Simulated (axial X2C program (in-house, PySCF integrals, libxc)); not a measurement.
# HgGa: relativistic diatomic calculation

HgGa, single determinant with M_S = 1/2 and |Λ| = 1. Computed at this level: HF, spin-free X2C-1e, Hg dyall-cv3z, Ga dyall-cv3z (cores contracted) (axial X2C program (in-house, PySCF integrals, libxc)).

Key numbers:

| quantity | value |
| --- | --- |
| outcome | converged |
| largest ⟨S²⟩ along the curve | 0.76 |
| hardware | 1 thread of Arm Neoverse V1, 24 GiB of memory available, shared host |
| wall time | 11 s |
| peak memory | 1.1 GiB |

Notes:

Hartree–Fock lacks correlation, so it usually binds too weakly. Caveats: 5 of the 10 points asked for were kept.

Input file:
```
{"zs": [80, 31], "q": 0, "bas": ["dyall-cv3z", "dyall-cv3z"], "levels": ["PBE0", "HF", "PBE50"], "cc": true, "r0": 2.57, "thr": -1.0, "nmax": 90, "npts": 10, "nst": 2, "ntry": 6}
```

The line is the task of a batch: nuclear charges, charge, bases, the levels to run, a first guess of the distance and further settings. This report covers HF without spin-orbit coupling. The log is that of the reference distance 2.752 Å.

The run was one of a batch that the task file lists, launched with:
```bash
python <driver script> task.json out
```

The program's output:
```
spin-free X2C-1e  HF
basis functions 286  fitting functions 1477  grid points 5804
iter        total energy     max residual
   1     -21562.326621524     1.33e+00
   2     -21562.379886948     1.72e-02
   3     -21562.381396979     9.41e-02
   4     -21562.382589348     8.19e-03
   5     -21562.382619901     7.33e-04
   6     -21562.382633120     2.66e-03
   7     -21562.382636948     1.07e-03
   8     -21562.382639275     2.59e-04
   9     -21562.382640796     7.66e-04
  10     -21562.382642414     8.12e-04
  11     -21562.382643760     3.57e-04
  12     -21562.382644262     4.87e-05
  13     -21562.382644336     5.31e-05
  14     -21562.382644342     1.85e-05
  15     -21562.382644342     2.13e-06
converged
one-electron -30553.48047996  Coulomb 8961.26095284  exact exchange -447.03792938  xc functional 0.00000000  nuclear repulsion 476.87481217
correlated 15  virtual 349  natural virtual 90  E(MP2) -0.496307108  MP2 remainder -0.036622656
iter   CCSD correlation   residual
   1     -0.421303227   1.57e-01
   2     -0.435969132   5.28e-02
   3     -0.437015176   1.98e-02
   4     -0.436982138   4.83e-03
   5     -0.437044561   1.80e-03
   6     -0.437042076   7.21e-04
   7     -0.437037557   2.96e-04
   8     -0.437041334   1.25e-04
   9     -0.437039600   4.67e-05
  10     -0.437040087   1.43e-05
  11     -0.437039902   5.87e-06
  12     -0.437039945   2.64e-06
  13     -0.437039958   1.03e-06
(T) -0.017706447656129425  T1 0.0181  D1 0.0426  max T2 0.094
```

The points of the curve:

| R (Å) | E (hartree) | dipole (D; origin at the first atom, positive when the second is positive) | highest filled (eV) | lowest empty (eV) |
| --- | --- | --- | --- | --- |
| 2.587 | −21562.376293 | −0.95 | −5.63 | 0.05 |
| 2.669 | −21562.379926 | −0.92 | −5.61 | 0.08 |
| 2.752 | −21562.382644 | −0.88 | −5.60 | 0.11 |
| 2.848 | −21562.384974 | −0.82 | −5.59 | 0.15 |
| 2.945 | −21562.386658 | −0.77 | −5.59 | 0.18 |

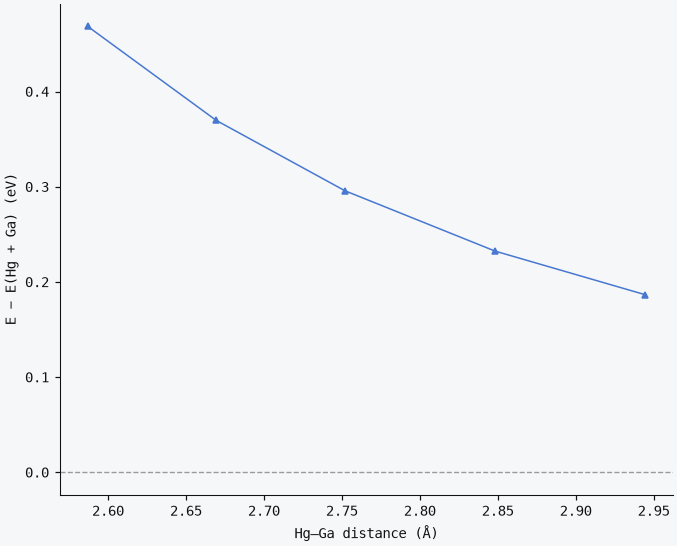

Fig. 1: Energy at 5 bond lengths, for one set of occupations held fixed; the line joins the points. The lowest point is at 2.94 Å, the end of the range, so no minimum is bracketed. The whole curve lies above Hg + Ga, so the molecule isn't bound against them at this level.

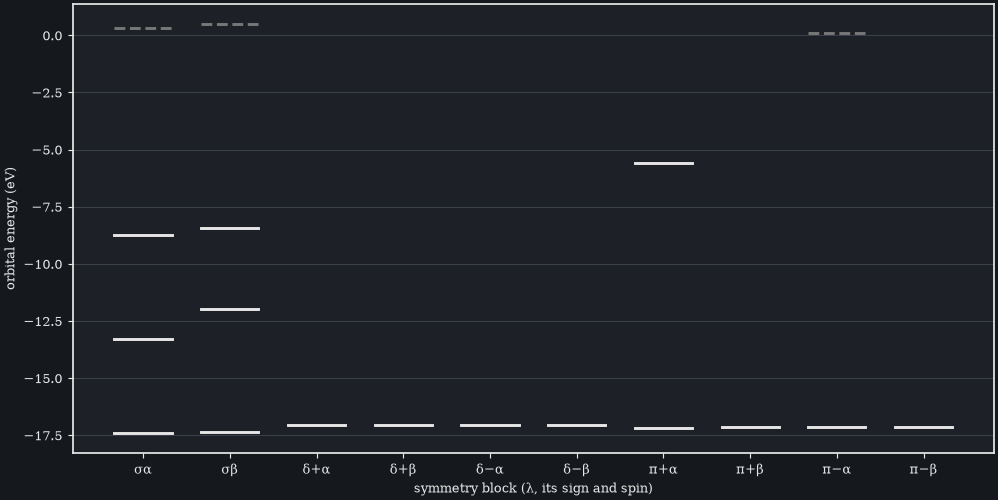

Fig. 2: Orbital energies near the frontier at 2.75 Å, filled (solid) and empty (dashed); a label such as π−α means λ = −1 and α spin. The highest filled orbital (π+α; 85 % Ga p, 12 % Hg p) lies at −5.60 eV, the lowest empty one (π−α; 59 % Ga p, 40 % Hg p) at 0.11 eV.
